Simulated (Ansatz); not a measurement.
BClH₃Si (SMILES [SiH3][B+]Cl) (charge +1)

Input file:

```
basis:
  gaussian: {orbitals: def2-TZVPD}
crystal:
  periodic: [false, false, false]
  atoms:
    - {symbol: B, position_ang: [0.072365, -0.879887, -1.818340]}
    - {symbol: Cl, position_ang: [0.682194, -1.576362, -3.149967]}
    - {symbol: Si, position_ang: [-0.691045, -0.005352, -0.148053]}
    - {symbol: H, position_ang: [-1.819867, -0.891278, 0.205831]}
    - {symbol: H, position_ang: [0.448202, -0.035544, 0.793041]}
    - {symbol: H, position_ang: [-1.075537, 1.340246, -0.623398]}
total_charge: 1
hamiltonian: {xc: {name: PBE0}}
output: {forces: true, orbitals: {seedname: orbitals}}
```

Run with:

```sh
ansatz run input.yaml --threads 1 --pin off --max-ram 2610MiB --events-out events.jsonl --progress --plain --runs-dir runs
```

Geometry: B3LYP/6-31G*.

Computed with isolated molecule in a Gaussian basis; Kohn-Sham density functional theory, functional PBE0 (Ansatz).

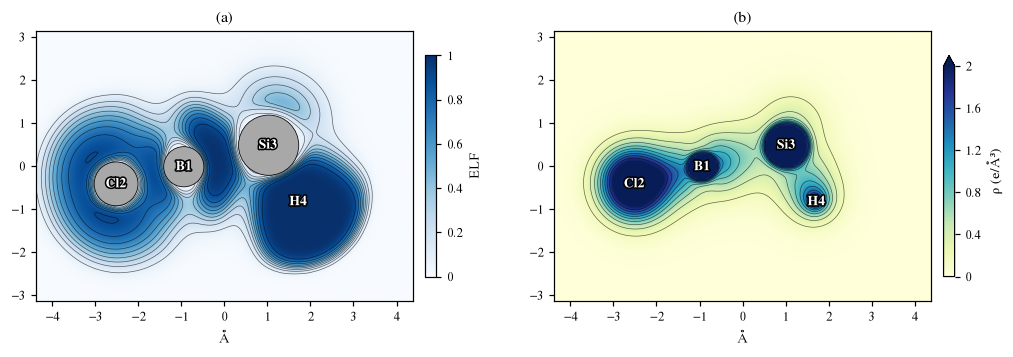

Figure 1. (a) ELF; (b) total electron density on the plane of atoms B1, Si3 and H4. Grey discs cover the atomic cores in the ELF map.

Q: What do the fields say about this system?

A: Atoms in the plane: B, Cl, Si and H.
B–Cl (1.62 Å): ρ at the midpoint is about 1.7 e/Å³; the ELF peaks at about 0.90 between the atoms; a short, strongly polar bond.
Si–B (2.03 Å): the density is about 0.71 e/Å³ at the midpoint; the ELF peaks at about 1 between the atoms, as expected for a covalent bond.
Si–H (1.48 Å): ρ is about 0.83 e/Å³ halfway; the ELF climbs to about 1 towards the hydrogen, as it does in any bond to H.
The ELF also peaks beside Cl2, away from the bonds: lone-pair regions.

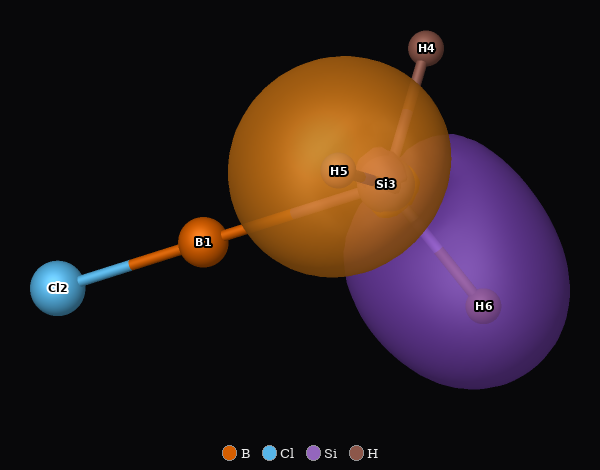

Figure 2. The HOMO at ±0.15 Å⁻³ᐟ² (orange and purple are the two phases), seen at a tilt.

Q: Describe this orbital and give its energy.

A: By Hirshfeld shares it lies mainly on Si3 (about 45 %), H5 (about 25 %) and H6 (about 25 %). It is one of a degenerate set, so its orientation is arbitrary. Its energy is −15.48 eV.

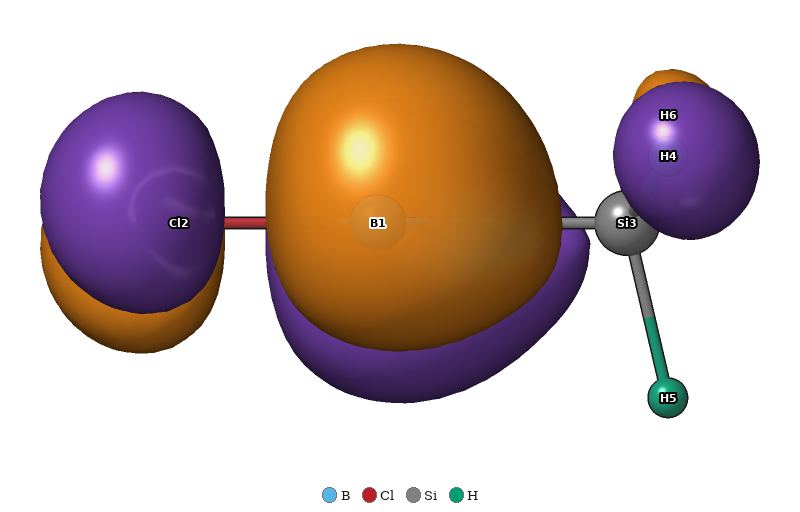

Figure 3. The LUMO at ±0.1 Å⁻³ᐟ² (orange and purple are the two phases), seen from one side.

Q: Where does this orbital lie, and at what energy?

A: It lies mainly on B1 (about 55 %) and Cl2 (about 25 %). It is one of a degenerate set, so its orientation is arbitrary. Its energy is −8.50 eV.
